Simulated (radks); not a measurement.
A free Tl atom in the configuration [Xe] 4f14 5d9 6s2 6p2 (high spin). Theory: scalar-relativistic Kohn-Sham, PBE, spin-polarised, spherical densities, point nucleus (computed with the in-house radial solver radks).

```
Z 81
configuration [Xe] 4f14 5d9 6s2 6p2 7s0 5f0
relativity scalar-relativistic
functional pbe,pbe
spin polarised
nucleus point
c 137.035999084
```

The run was one of a batch (task.json lists them), launched with:
```bash
python run_ks.py task.json out
```

Wanted: the number of electrons inside radius r (solid) and the radial density 4πr²ρ (dashed).

The count levels off at 81 electrons. Half of them lie within 0.374 bohr, 90 % within 1.41 bohr and 99 % within 3.73 bohr. The radial density has minima at 0.0210, 0.0900 and 0.255 bohr, where the count stands at 1.9, 11.0 and 30.0; these part the shells that the density resolves.

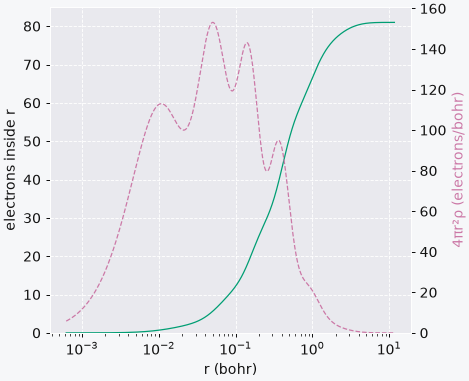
